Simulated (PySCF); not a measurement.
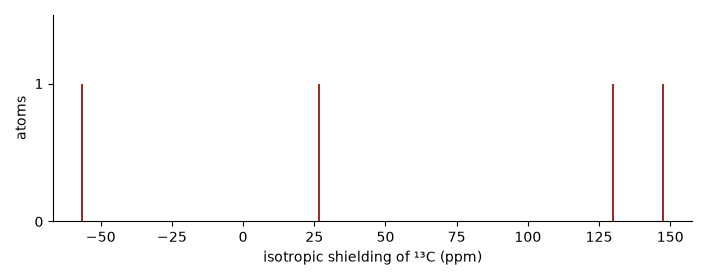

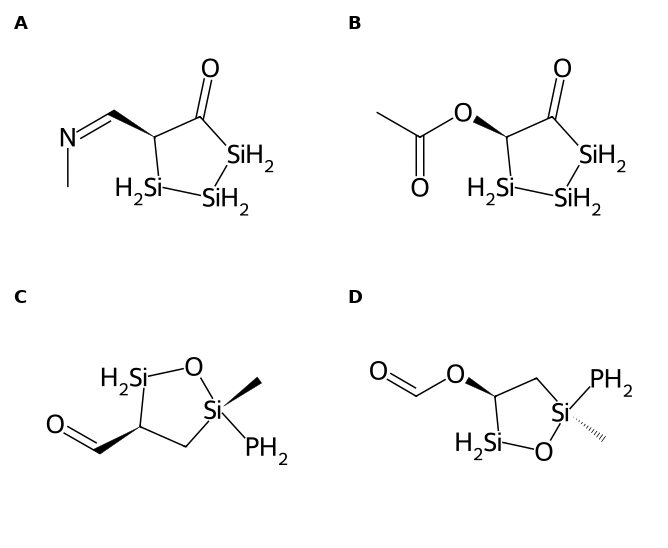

The sticks are computed shieldings of one of the molecules, for one fixed geometry (GFN2-xTB) without averaging over rotations. Low shielding means a high chemical shift. Method: GIAO PBE0/pcSseg-1 NMR shielding, non-relativistic, gas phase (PySCF 2.14.0).

### Match the spectrum to a structure.

A, `C/N=C\[C@@H]1[SiH2][SiH2][SiH2]C1=O`. Its 4 C atoms give lines at −56.5, 26.5, 129.9, 147.4 ppm.

The geometry is semi-empirical. Around P, Si such bond lengths and angles can be off by a tenth of an ångström or more and by several degrees, and values that hang on the shape move with them.
